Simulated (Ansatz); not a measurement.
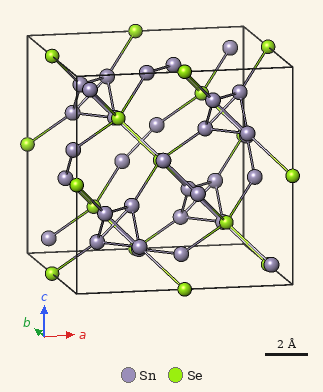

Solid Sn₄Se (a generated structure, set up in Fd-3m) (coarse preliminary run), before the relaxation. Style: ball-and-stick. Shown: the conventional cell (4 times the calculation's cell), slightly off an axis. Lengths and directions refer to the drawn axes.

Computed with Ansatz 0.2.0, DFT PBE, scalar-relativistic, plane waves, PAW.

Input
```yaml
crystal:
  lattice:
    - [0.0, 5.34551675, 5.34551675]
    - [5.34551675, 0.0, 5.34551675]
    - [5.34551675, 5.34551675, 0.0]
  atoms:
    - { symbol: Sn, position: [0.32990502, 0.32990502, 0.32990502] }
    - { symbol: Sn, position: [0.32990502, 0.32990502, 0.01028493] }
    - { symbol: Sn, position: [0.32990502, 0.01028493, 0.32990502] }
    - { symbol: Sn, position: [0.01028493, 0.32990502, 0.32990502] }
    - { symbol: Sn, position: [0.92009498, 0.92009498, 0.23971507] }
    - { symbol: Sn, position: [0.92009498, 0.92009498, 0.92009498] }
    - { symbol: Sn, position: [0.92009498, 0.23971507, 0.92009498] }
    - { symbol: Sn, position: [0.23971507, 0.92009498, 0.92009498] }
    - { symbol: Se, position: [0.75, 0.75, 0.75] }
    - { symbol: Se, position: [0.5, 0.5, 0.5] }
basis:
  ecutwfc: 420
kpoints:
  mp_grid: { grid: [4, 4, 4] }
hamiltonian:
  xc: pbe
scf:
  occupations: { method: gaussian, width: 0.1 }
  lower_state_search: "off"
output:
  forces: true
  stress: true
  eigenvalues: true
relax:
  adjacent_minimum: "off"
  f_tol: 0.04
  max_steps: 70
  cell: { stress_tol: 0.4 }
```

Run as
```bash
ansatz run input.yaml --threads 1 --pin off --max-ram 2560MiB --backend cpu --events-out ev --progress --plain --runs-dir out
```

> What does the optimiser find from here?

The energy falls by 1815 meV per atom in 5 accepted moves (6 points after the start). Largest force component: 8.5 eV/Å at the start, 0.017 eV/Å at the end. The pressure goes from 24.36 to −0.18 GPa. At 1 point the geometry stayed and the basis and grid were re-selected for the new cell (energy shift of 0.2 meV per atom at most each time). The largest moves relative to the cell, 0.46 Å, are those of 8 atoms (Sn1, Sn2, Sn3, Sn4 and others). Sn8 goes along [−1 1 1]. Se stays in place. Cell: a = b = c 10.691 → 10.872 Å (+1.7 %). Volume +5.2 %. Some distances before and after: Sn1–Sn2 2.416 → 3.215 Å, Sn1–Se10 3.150 → 2.739 Å. Bonds break: Sn1–Sn2 (2.42 → 3.21 Å), Sn1–Sn3 (2.42 → 3.21 Å), Sn1–Sn4 (2.42 → 3.21 Å), Sn2–Sn3 (2.42 → 3.21 Å). The space group stays Fd-3m (No. 227).

Step by step:

| step | E − E(0), meV/atom | largest force component, eV/Å | pressure, GPa | volume, Å³/atom | note |
| --- | --- | --- | --- | --- | --- |
| 0 | 0.00 | 8.4923 | 24.36 | 30.549 |  |
| 1 | -1433.57 | 2.4779 | 5.00 | 31.650 |  |
| 2 | -1674.12 | 1.3083 | 3.99 | 30.051 |  |
| 3 | -1785.21 | 0.4287 | 2.48 | 30.190 |  |
| 4 | -1811.38 | 0.1425 | 0.65 | 31.449 |  |
| 5 | -1814.45 | 0.0173 | -0.15 | 32.126 |  |
| 6 | -1814.69 | 0.0174 | -0.18 | 32.126 | same geometry, new basis |

Final geometry:

```
CELL_PARAMETERS angstrom
0.00000 5.43594 5.43594
5.43594 0.00000 5.43594
5.43594 5.43594 0.00000
ATOMIC_POSITIONS crystal
Sn 0.35454 0.35454 0.35454
Sn 0.35454 0.35454 0.93637
Sn 0.35454 0.93637 0.35454
Sn 0.93637 0.35454 0.35454
Sn 0.89546 0.89546 0.31363
Sn 0.89546 0.89546 0.89546
Sn 0.89546 0.31363 0.89546
Sn 0.31363 0.89546 0.89546
Se 0.75000 0.75000 0.75000
Se 0.50000 0.50000 0.50000
```

The end point in the same view:

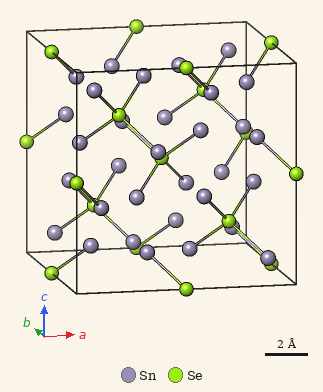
